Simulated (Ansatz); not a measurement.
## Electronic structure of BCl2H9OSi4···H2O in real space

The calculation's input:

```
crystal:
  periodic: [false, false, false]
  atoms:
    - {symbol: B, position_ang: [-1.146878, -1.500130, -1.240203]}
    - {symbol: Cl, position_ang: [-0.049811, -2.864518, -0.674017]}
    - {symbol: Cl, position_ang: [-2.064689, -1.869093, -2.770891]}
    - {symbol: O, position_ang: [-0.672399, -0.230588, -1.137804]}
    - {symbol: Si, position_ang: [0.383307, 0.504204, -0.079462]}
    - {symbol: Si, position_ang: [0.512530, 2.751556, -0.717225]}
    - {symbol: Si, position_ang: [-0.427779, 0.376811, 2.119004]}
    - {symbol: Si, position_ang: [2.535471, -0.435608, -0.143789]}
    - {symbol: H, position_ang: [-2.331394, -2.502191, 0.356553]}
    - {symbol: O, position_ang: [-2.406704, -1.623178, -0.041676]}
    - {symbol: H, position_ang: [-0.836240, 3.380365, -0.727404]}
    - {symbol: H, position_ang: [1.366454, 3.468413, 0.269442]}
    - {symbol: H, position_ang: [1.119212, 2.894185, -2.068019]}
    - {symbol: H, position_ang: [-0.584573, -1.039953, 2.551834]}
    - {symbol: H, position_ang: [0.545437, 1.040327, 3.030037]}
    - {symbol: H, position_ang: [-1.746614, 1.054462, 2.259437]}
    - {symbol: H, position_ang: [3.495116, 0.626921, 0.272775]}
    - {symbol: H, position_ang: [2.872812, -0.863833, -1.526999]}
    - {symbol: H, position_ang: [2.685953, -1.585680, 0.784948]}
    - {symbol: H, position_ang: [-3.249209, -1.582470, -0.516740]}
basis:
  gaussian: {orbitals: def2-TZVPP}
hamiltonian: {xc: pbe0, dispersion: d4}
output: {orbitals: {seedname: orbitals}}
```

Launched as:

```sh
ansatz run in.yaml --threads 4 --pin off --events-out ev --progress --plain --max-ram 66560MiB --backend cuda --devices 0, --max-vram 37GiB
```

The reactant side of a reaction path; geometry: PBE0-D4/def2-TZVP; a saddle point, not a minimum.

Method: RKS PBE0-D4/def2-TZVPP (Ansatz 0.2.0).

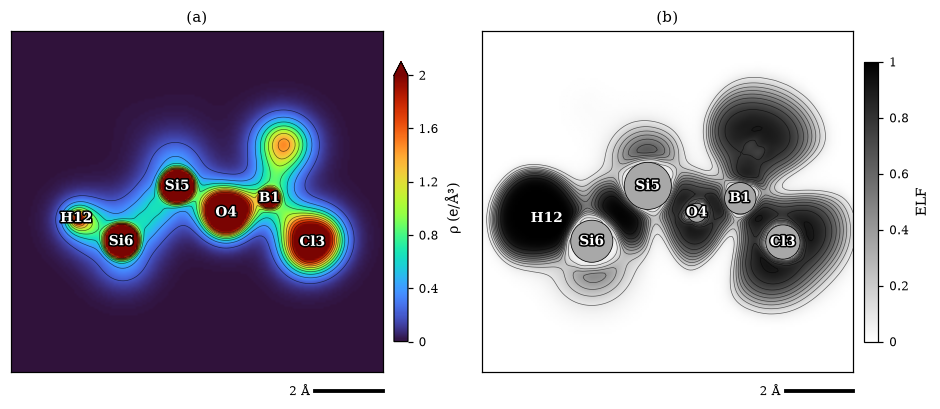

Figure 1. (a) electron density; (b) electron localisation function on the plane of atoms Si5, Si6 and H12. Grey discs cover the atomic cores in the ELF map.

### Describe what can be read from this map.

Atoms in the plane: B, Cl, O, Si and H. B–O (1.36 Å): the density is about 2.1 e/Å³ at the midpoint; the ELF peaks at about 0.85 between the atoms: a short, strongly polar bond. Si–O (1.67 Å): ρ at the midpoint is about 1.1 e/Å³; the ELF peaks at about 0.85 between the atoms; a polar covalent bond. B–Cl (1.82 Å): ρ is about 1.2 e/Å³ halfway; the ELF peaks at about 0.90 between the atoms; a polar covalent bond. Si–Si (2.34 Å): the density is about 0.64 e/Å³ at the midpoint; the ELF peaks at about 1 between the atoms; a covalent bond. Si–H (1.49 Å): ρ at the midpoint is about 0.79 e/Å³; the ELF climbs to about 1 towards the hydrogen, as it does in any bond to H. The ELF also peaks beside Cl3, O4 and Cl2, away from the bonds: lone-pair regions.

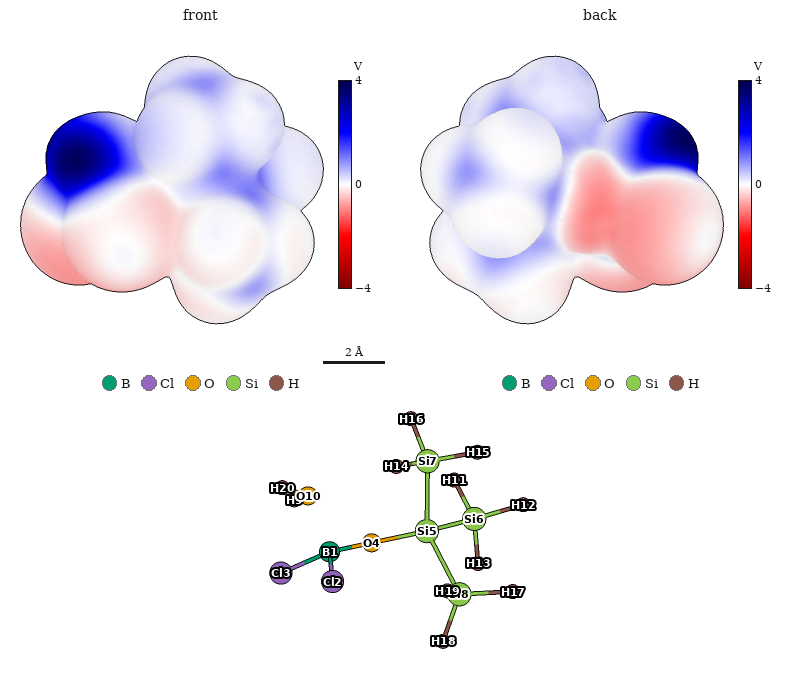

Figure 2. The electrostatic potential painted on the density surface at 0.002 e/bohr³, seen from the front and from behind; the colour scale runs from red (negative) to blue (positive). The bare structure is drawn below in the same view.

### Describe the electrostatic potential map.

The most negative region (about −0.9 V) lies over Cl3 and O4, the most positive (about +3.7 V) over H9 and H20.

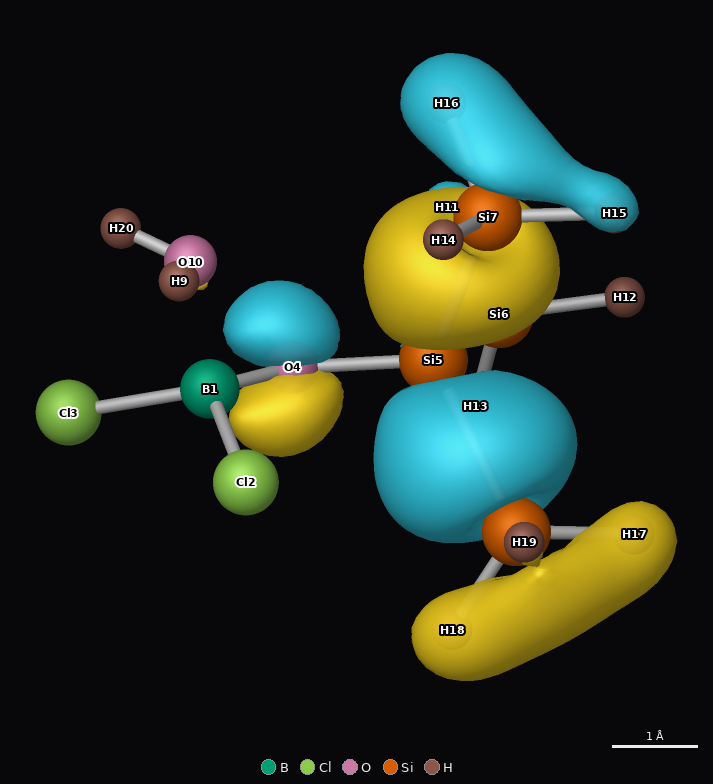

Figure 3. The HOMO at ±0.1 Å⁻³ᐟ² (yellow and cyan are the two phases), seen at a tilt.

### Where does this orbital lie, and at what energy?

Its weight (Hirshfeld) is mainly on Si5 (about 25 %), Si8 (about 25 %), Si7 (about 20 %) and O4 (about 10 %). Its energy is −7.53 eV.
